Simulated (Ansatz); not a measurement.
**SiGe5: a closer look at a trial structure**

The task, for SiGe5: compute bands, density of states and charges.

Computed with Ansatz 0.2.0 (DFT PBE, scalar-relativistic, plane waves, PAW, unless a step's input says otherwise).

1 further run of the same task is left out (set aside as unsound or not needed). Runs told in other sessions of the task aren't counted.

### Step 1. The structure to begin with

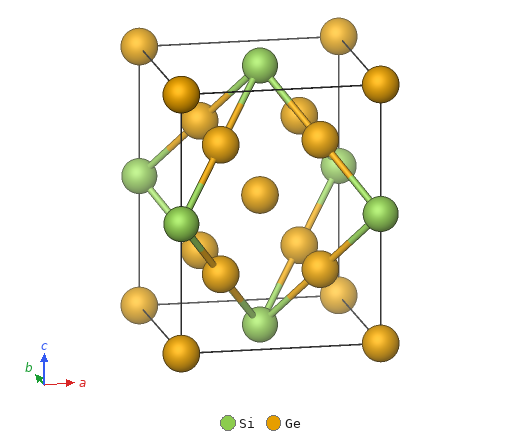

The starting structure, seen slightly off an axis (silicon green, germanium amber). Atoms on the faces are drawn again on the opposite ones. The cell drawn here is the conventional one.

As a file:

```
Si Ge
1.0
    -2.87795    2.87795    3.76889
     2.87795   -2.87795    3.76889
     2.87795    2.87795   -3.76889
Si Ge
1 5
Direct
  0.50000 0.50000 0.00000
  0.00000 0.00000 0.50000
  0.50000 0.50000 0.50000
  0.00000 0.50000 0.00000
  0.50000 0.00000 0.00000
  0.00000 0.00000 0.00000
```

It is the end of an earlier relaxation with the same method, from a generated guess; it needn't be the stable form of this composition. At a tolerance of 0.05 Å it has space group I4/mmm (No. 139); it has 20.81 Å³/atom, an uncorrected energy of +0.38 eV/atom over the elements.

### Step 2. Electronic structure at the relaxed geometry

The input, input.yaml:

```yaml
crystal:
  lattice:
    - [-2.877950516, 2.877950516, 3.7688945219]
    - [2.877950516, -2.877950516, 3.7688945219]
    - [2.877950516, 2.877950516, -3.7688945219]
  atoms:
    - { symbol: Si, position: [0.5, 0.5, 0.0] }
    - { symbol: Ge, position: [0.0, 0.0, 0.5] }
    - { symbol: Ge, position: [0.5, 0.5, 0.5] }
    - { symbol: Ge, position: [0.0, 0.5, 0.0] }
    - { symbol: Ge, position: [0.5, 0.0, 0.0] }
    - { symbol: Ge, position: [0.0, 0.0, 0.0] }
basis:
  ecutwfc: 420
kpoints:
  mp_grid: { grid: [10, 10, 10] }
  band_path:
    path:
      - [[0.0, 0.0, 0.0], [0.0, 0.0, 0.5], [0.25, 0.25, 0.25], [0.0, 0.5, 0.0], [0.0, 0.0, 0.0], [0.5, 0.5, -0.5], [0.39577354, 0.60422646, -0.39577354]]
      - [[-0.39577354, 0.39577354, 0.39577354], [0.0, 0.0, 0.0]]
      - [[0.0, 0.0, 0.5], [-0.29154707, 0.29154707, 0.5]]
      - [[0.5, 0.5, -0.29154707], [0.5, 0.5, -0.5]]
    npoints: 14
hamiltonian:
  xc: pbe
scf:
  occupations: { method: gaussian, width: 0.1 }
  n_extra_bands: 15
output:
  forces: true
  stress: true
  eigenvalues: true
  populations: true
  dos: { projected: true, de: 0.02, nscf_kmesh: { grid: [12, 12, 12] } }
  bader: true
```

The run is started by

```
$ ansatz run input.yaml --threads 1 --pin off --max-ram 2560MiB --backend cpu --events-out ev --progress --plain --runs-dir out
```

Log:

```text
Warning: RAYON_NUM_THREADS=1 ignored (pool sized by the plan → 1); use --threads N
scf.n_extra_bands = 15 over 37 filled bands (N_el = 74.0): the run solves 52 bands
Engine: ansatz 0.2.0, aarch64-unknown-linux-gnu
Pseudopotentials: kind: paw
Pseudopotential: Si, paw, valence charge 4, recommended cutoff 420 eV (normal), Si.paw.azcp
Pseudopotential: Ge, paw, valence charge 14, recommended cutoff 420 eV (normal), Ge.paw.azcp
Functional definition: PBE
  parameter kappa = 0.804
  parameter beta = 0.06672455060314922
  exchange = pbe_x(kappa = kappa, mu = beta*pi^2/3)
  correlation = pbe_c(beta = beta)
Crystal: 6 atoms, lattice volume = 124.865 Å³
Basis set: ecut = 420 eV, 2469 PW (Γ), exchange–correlation on 80×80×80 points (8 copies of the dense FFT grid, shifted against one another)
Bands: 52, of which v1, the nominal top of the filled ones, is band 37 counted from 1 (36 counted from 0)
Symmetry: 16 space group operations
Space group: I4/mmm (ITA 139), of the structure as read, at distance tolerance 5.0e-5 Å
k-points: 102 of 1000
Non-local potential: Si, projectors of the file, l = 0: 2, l = 1: 2, l = 2: 2
Non-local potential: Ge, projectors of the file, l = 0: 2, l = 1: 2, l = 2: 3, l = 3: 1
PAW form: soft (Blöchl's): semilocal exchange-correlation on the pseudo side does not see the compensation charge
PAW one-centre angular grid: Si, 110 points (default); XC on 64 Gauss nodes
PAW one-centre angular grid: Ge, 590 points (default); XC on 64 Gauss nodes
Initial density: superposition of atomic densities (neutral atoms: chi_scale 0, normalization atom), corrected by the library's trained network
Initial wavefunctions: pseudopotential atomic-orbital guess
Functional: x = pbe(κ = 0.804, μ = 0.2195149727645171), c = pbe(β = 0.06672455060314922)
SCF iter   1: F=—  HF=-22108.447139 eV  |F-HF|=—  |Δ(HF+E_count)|=         —  Δρ=1.67e-3  dr2=7.99e-3  ethr=1.77e-3  ⟨swp⟩=5.3  Hψ=19728  notcnv=0  defer=185
preconditioner: auto → LDOS  [metal: Δε(μ)=0.008 eV  Ē_g=23.128 eV  σ=0.100 eV  W_gap=0.04  n_scr=26 (ndim 8)  ℏωp=28.6 eV  f_vac=0.031  D(μ)=3.28/eV (n_scr^D=14)  β→1.0]
SCF iter   2: F=—  HF=-22108.444231 eV  |F-HF|=—  |Δ(HF+E_count)|=   2.91e-3  Δρ=8.10e-4  dr2=5.12e-4  ethr=1.08e-5  ⟨swp⟩=3.0  Hψ=10025  notcnv=0  defer=262
SCF iter   3: F=—  HF=-22108.444173 eV  |F-HF|=—  |Δ(HF+E_count)|=   5.84e-5  Δρ=3.41e-4  dr2=1.08e-4  ethr=6.92e-7  ⟨swp⟩=2.0  Hψ=8261  notcnv=0  defer=262
SCF iter   4: F=—  HF=-22108.444042 eV  |F-HF|=—  |Δ(HF+E_count)|=   1.31e-4  Δρ=8.69e-5  dr2=1.29e-5  ethr=1.46e-7  ⟨swp⟩=2.0  Hψ=8254  notcnv=0  defer=262
SCF iter   5: F=—  HF=-22108.444044 eV  |F-HF|=—  |Δ(HF+E_count)|=   2.01e-6  Δρ=2.61e-5  dr2=9.11e-7  ethr=1.74e-8  ⟨swp⟩=2.0  Hψ=8254  notcnv=0  defer=262
SCF iter   6: F=-22108.444044 eV  HF=-22108.444044 eV  |F-HF|=1.11e-8  |Δ(HF+E_count)|=   4.90e-7  Δρ=2.97e-6  dr2=1.61e-8  ethr=1.35e-10  ⟨swp⟩=11.9  Hψ=27379  notcnv=0
SCF 1 converged in 6 iterations: F = -22108.444044 eV  dr2 = 1.61e-8
NSCF: frozen V_eff on 130 k-points
NSCF: frozen V_eff on 163 k-points
SCF converged after 6 iterations
Free energy (F): -22108.444044 eV
Harris-Foulkes:  -22108.444044 eV  (|F-HF|=1.11e-8)
Internal energy: -22108.427489 eV  (E = F + TS)
E sigma→0 (E₀):  -22108.435766 eV
Entropy (-TS):   -0.016554 eV (-2.759 meV/atom)
Fermi energy:    9.014011 eV
--- Per-component energies (eV) ---
  E_band       = -691.443506
  E_kinetic    = 589.217131
  E_local      = -12158.037484  (includes V_loc(G=0)·N_el)
  E_nonlocal   = 2103.708979
  E_hartree    = 5339.585744
  E_xc         = -431.925414
  E_vxc        = -367.689641  (∫ρ·V_xc dr)
  E_paw        = -10595.879302  (= ΣΔE_a)
  E_vpaw       = -1537.812733  (= ΣTr[D̂ρ^β])
  E_aug_tail   = 0.001417  (compensation charges beyond the density's cutoff)
  E_ewald      = -6955.098561
  E_smearing   = -0.016554  (= −TS)
  E_closure    = 0.000000  (closes the sum)
  Σ components = -22108.444044   (vs F -22108.444044, Δ=0.00e0)
--- Forces (eV/Å), atoms counted from 1 ---
  atom   1  Si     0.00000000     0.00000000    -0.00000000
  atom   2  Ge     0.00000000     0.00000000     0.00000000
  atom   3  Ge     0.00000000     0.00000000     0.00000000
  atom   4  Ge     0.00000000    -0.00000000     0.00000000
  atom   5  Ge     0.00000000    -0.00000000    -0.00000000
  atom   6  Ge    -0.00000000     0.00000000    -0.00000000
  max |Σ_I F_I| component: 3.49e-29 eV/Å
--- Stress (GPa, compression-positive) ---
       -0.014563      -0.000000      -0.000000
       -0.000000      -0.014563      -0.000000
        0.000000       0.000000      -0.019541
  P = ⅓ Tr σ = -0.0162 GPa (-0.162 kbar)
--- Band table (eV; the first three rows and the last of 102) ---
  k-point 0: bands = ["-15.7484", "-15.7484", "-15.7387", "-15.7238", "-15.7022", "-15.6771", "-15.6771", "-15.6657", "-15.6628", "-15.6584", "-15.6265", "-15.6265", "-15.6010", "-15.6010", "-15.5900", "-15.5896", "-15.5888", "-15.5864", "-15.5802", "-15.5726", "-15.5726", "-15.5359", "-15.5277", "-15.5209", "-15.5209", "-3.7652", "1.4987", "1.4987", "1.9021", "2.6816", "3.9553", "5.0421", "5.0421", "5.4642", "5.4771", "5.4771", "5.5495", "6.4874", "11.2785", "11.3171", "12.9519", "12.9519", "13.4051", "16.2499", "16.2499", "16.2560", "16.9311", "16.9428", "17.6673", "17.6673", "17.7807", "18.0259"]
  k-point 1: bands = ["-15.7476", "-15.7435", "-15.7342", "-15.7206", "-15.7008", "-15.6747", "-15.6744", "-15.6639", "-15.6607", "-15.6567", "-15.6265", "-15.6264", "-15.6017", "-15.6015", "-15.5914", "-15.5905", "-15.5898", "-15.5883", "-15.5809", "-15.5752", "-15.5744", "-15.5408", "-15.5307", "-15.5260", "-15.5218", "-3.6843", "1.0908", "1.3825", "1.7420", "3.2270", "3.2686", "4.9848", "5.0724", "5.3918", "5.5570", "5.8380", "6.5689", "6.6357", "11.5036", "11.5576", "12.5304", "12.5617", "13.1059", "15.6087", "15.7513", "15.8538", "16.2542", "17.2253", "17.5579", "17.7234", "17.9326", "17.9435"]
  k-point 2: bands = ["-15.7456", "-15.7296", "-15.7212", "-15.7120", "-15.6970", "-15.6676", "-15.6667", "-15.6582", "-15.6548", "-15.6518", "-15.6267", "-15.6262", "-15.6036", "-15.6028", "-15.5964", "-15.5963", "-15.5935", "-15.5899", "-15.5829", "-15.5817", "-15.5799", "-15.5549", "-15.5407", "-15.5391", "-15.5242", "-3.4453", "0.5281", "1.1227", "1.3953", "2.0175", "4.3673", "4.8448", "5.1480", "5.7892", "6.2299", "6.6123", "6.8069", "7.9069", "11.5709", "11.7370", "12.1609", "12.2958", "12.3056", "14.4982", "14.5264", "15.4762", "15.7237", "15.8476", "15.8664", "17.6529", "17.8810", "18.3546"]
  k-point 101: bands = ["-15.7284", "-15.6819", "-15.6812", "-15.6812", "-15.6565", "-15.6461", "-15.6461", "-15.6461", "-15.6388", "-15.6388", "-15.6345", "-15.6288", "-15.6286", "-15.6258", "-15.6258", "-15.6199", "-15.6026", "-15.5983", "-15.5983", "-15.5879", "-15.5860", "-15.5754", "-15.5754", "-15.5754", "-15.5358", "-2.0124", "-0.6414", "0.1428", "0.2278", "0.2278", "4.6880", "4.9276", "7.1994", "7.1994", "9.3467", "9.3467", "9.3811", "9.7184", "10.1837", "10.2449", "10.5733", "10.5733", "11.3009", "11.9184", "11.9184", "14.9196", "14.9196", "15.8560", "16.9310", "17.3018", "17.3723", "18.8270"]
--- Löwdin populations: 6 sites ---
  site symbol       q [e]
     0     Si      3.9173
     1     Ge     13.9742
     2     Ge     13.9742
     3     Ge     13.9742
     4     Ge     13.9742
     5     Ge     13.9779
  spilling = 0.002812 (of n_electrons = 74.000000)
--- Bader charges: 6 sites ---
  site symbol  charge [e]  shift [e]
     0     Si     -0.0343     0.0001
     1     Ge      0.0180     0.0000
     2     Ge      0.0180     0.0000
     3     Ge      0.0180     0.0000
     4     Ge      0.0180     0.0000
     5     Ge     -0.0375     0.0000
  estimated error of the sums over rays = 2.7e-4 e
```

Wall time 2.5 min (1 thread of Arm Neoverse V1, shared host); peak memory 0.89 GiB.

Site by site:

```tsv
atom	Löwdin electrons	Bader charge (e)	Bader volume (Å³)
Si1	3.92	-0.03	19.8
Ge2	13.97	+0.02	21.2
Ge3	13.97	+0.02	21.2
Ge4	13.97	+0.02	21.2
Ge5	13.97	+0.02	21.2
Ge6	13.98	-0.04	20.1
```

The Löwdin counts miss 0.21 of the 74 electrons, which the atomic orbitals do not span, so they are no charges.

From bands.tsv, the levels nearest the Fermi level at the path's corners, in eV from the Fermi level:

| point | band 34 | band 35 | band 36 | band 37 | band 38 | band 39 | band 40 | band 41 |
| --- | --- | --- | --- | --- | --- | --- | --- | --- |
| Γ | -3.55 | -3.54 | -3.54 | -3.46 | -2.53 | 2.26 | 2.30 | 3.94 |
| X | -1.20 | -0.31 | 0.00 | 0.36 | 0.81 | 1.02 | 1.13 | 1.20 |
| P | -1.61 | -1.61 | -1.29 | -1.16 | 0.69 | 0.77 | 1.60 | 1.60 |
| N | -0.98 | -0.97 | -0.94 | -0.92 | 0.50 | 0.51 | 1.81 | 1.99 |
| Γ | -3.55 | -3.54 | -3.54 | -3.46 | -2.53 | 2.26 | 2.30 | 3.94 |
| M | -1.81 | 0.33 | 0.33 | 0.37 | 0.70 | 1.17 | 1.23 | 1.56 |
| S | -1.22 | -0.60 | -0.56 | -0.17 | 0.66 | 1.75 | 2.09 | 2.21 |
| S0 | -1.22 | -0.60 | -0.56 | -0.17 | 0.66 | 1.75 | 2.09 | 2.21 |
| Γ | -3.55 | -3.54 | -3.54 | -3.46 | -2.53 | 2.26 | 2.30 | 3.94 |
| X | -1.20 | -0.31 | 0.00 | 0.36 | 0.81 | 1.02 | 1.13 | 1.20 |
| R | -1.41 | -1.22 | -0.42 | 0.27 | 0.49 | 1.38 | 1.46 | 2.65 |
| G | -1.41 | -1.22 | -0.42 | 0.27 | 0.49 | 1.38 | 1.46 | 2.65 |
| M | -1.81 | 0.33 | 0.33 | 0.37 | 0.70 | 1.17 | 1.23 | 1.56 |

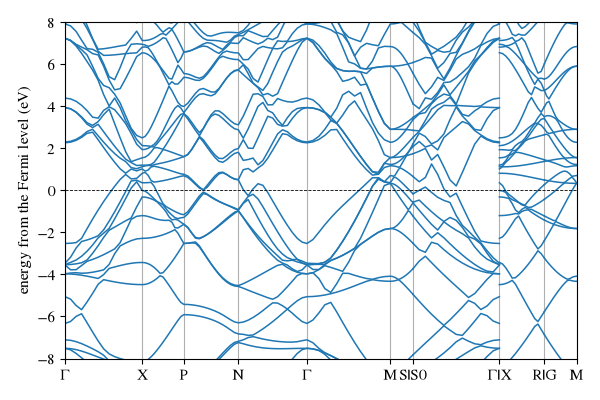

Bands along the path. Deeper bands lie below the window drawn.

Counts of states by energy window (eV from the Fermi level), total and by projection:

| from | to | total | Si 3p | Ge 4s | Ge 4p |
| --- | --- | --- | --- | --- | --- |
| -8 | -7 | 2.28 | 0.12 | 1.32 | 0.59 |
| -7 | -6 | 1.61 | 0.10 | 0.86 | 0.47 |
| -6 | -5 | 1.23 | 0.08 | 0.57 | 0.40 |
| -5 | -4 | 1.40 | 0.16 | 0.34 | 0.77 |
| -4 | -3 | 2.63 | 0.39 | 0.24 | 1.92 |
| -3 | -2 | 2.93 | 0.42 | 0.32 | 2.09 |
| -2 | -1 | 2.92 | 0.41 | 0.42 | 1.97 |
| -1 | 0 | 2.60 | 0.35 | 0.41 | 1.69 |
| 0 | 1 | 2.93 | 0.42 | 0.42 | 1.89 |
| 1 | 2 | 2.65 | 0.31 | 0.32 | 1.79 |
| 2 | 3 | 2.98 | 0.32 | 0.33 | 1.90 |
| 3 | 4 | 3.40 | 0.38 | 0.28 | 2.00 |
| 4 | 5 | 3.38 | 0.37 | 0.19 | 1.93 |
| 5 | 6 | 3.76 | 0.39 | 0.14 | 2.13 |

A further 56 or so states lie below the table's range.

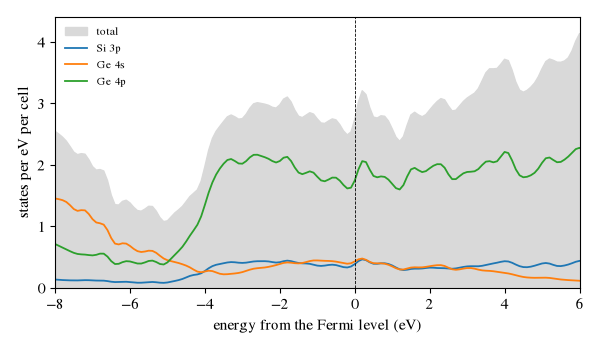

Total and projected density of states, smoothed over about 0.40 eV.

### Step 3. Changing settings: occupations.method tetrahedron, width left out

The input, input.yaml:

```yaml
crystal:
  lattice:
    - [-2.877950516, 2.877950516, 3.7688945219]
    - [2.877950516, -2.877950516, 3.7688945219]
    - [2.877950516, 2.877950516, -3.7688945219]
  atoms:
    - { symbol: Si, position: [0.5, 0.5, 0.0] }
    - { symbol: Ge, position: [0.0, 0.0, 0.5] }
    - { symbol: Ge, position: [0.5, 0.5, 0.5] }
    - { symbol: Ge, position: [0.0, 0.5, 0.0] }
    - { symbol: Ge, position: [0.5, 0.0, 0.0] }
    - { symbol: Ge, position: [0.0, 0.0, 0.0] }
basis:
  ecutwfc: 420
kpoints:
  mp_grid: { grid: [10, 10, 10] }
hamiltonian:
  xc: pbe
scf:
  occupations: { method: tetrahedron }
output:
  forces: true
  eigenvalues: true
  stress: true
```

The run is started by

```
$ ansatz run input.yaml --threads 1 --pin off --max-ram 2560MiB --backend cpu --events-out ev --progress --plain --runs-dir out
```

Log, shortened:

```text
Warning: output.forces, output.stress, relax.cell or npt_langevin: where a Kohn–Sham band that disperses or a degenerate level is filled in part under the method tetrahedron, the forces or the stress that this run publishes need not agree with its energy (scf.occupations.method in the [...]
Warning: RAYON_NUM_THREADS=1 ignored (pool sized by the plan → 1); use --threads N
[...]
[... 4 set-up lines as earlier in the session ...]
[...]
Crystal: 6 atoms, lattice volume = 124.865 Å³
Basis set: ecut = 420 eV, 2469 PW (Γ), exchange–correlation on 80×80×80 points (8 copies of the dense FFT grid, shifted against one another)
Bands: 45, of which v1, the nominal top of the filled ones, is band 37 counted from 1 (36 counted from 0)
[... 2 set-up lines as earlier in the session ...]
k-points: 102 of 1000
[...]
SCF converged after 8 iterations
Stability not checked: this state was not tested for a lower state beside it, because cold or Methfessel-Paxton smearing, or corrected tetrahedra, fill the levels in a way that the test cannot read (fill_not_monotonic; see scf.lower_state_search)
Free energy (F): -22108.438526 eV
[...]
E sigma→0 (E₀):  -22108.438526 eV
Entropy (-TS):   -0.000028 eV (-0.005 meV/atom)
Fermi energy:    9.015875 eV
[...]
--- Forces (eV/Å), atoms counted from 1 ---
  atom   1  Si     0.00000000     0.00000000     0.00000000
  atom   2  Ge     0.00000000     0.00000000     0.00000000
  atom   3  Ge     0.00000000     0.00000000     0.00000000
  atom   4  Ge     0.00000000    -0.00000000     0.00000000
  atom   5  Ge     0.00000000    -0.00000000     0.00000000
  atom   6  Ge    -0.00000000     0.00000000    -0.00000000
[...]
--- Stress (GPa, compression-positive) ---
       -0.071434      -0.000000       0.000000
       -0.000000      -0.071434       0.000000
        0.000000      -0.000000      -0.152005
  P = ⅓ Tr σ = -0.0983 GPa (-0.983 kbar)
--- Band table (eV; the first three rows and the last of 102) ---
[...]
```

Wall time 36 s (1 thread of Arm Neoverse V1, shared host); peak memory 0.63 GiB.

```tsv
run	ending	energy change	pressure (GPa)	gap (eV)	force (eV/Å)	cycles	time
step 2	converged	0	0.0	0.00	0.00	6	2.5 min
variant	converged	-0.5 meV/atom (σ→0)	-0.1	0.00	0.00	8	36 s
```

Changing the smearing hardly moves the energy: -0.5 meV/atom.

### Step 4. Results

| quantity | value |
| --- | --- |
| gap | none (metal) |
| states at the Fermi level | 2.47 per eV per cell |
| Bader charges | Si -0.03, Ge -0.04 to +0.02 e |

**Reading.** There is no gap at this level. Of the projected weight within 0.25 eV of the Fermi level, the largest part is Ge 4p (66 %) and Ge 4s (16 %). Bader charges reach 0.0 e, so charge transfer in this metal is small.
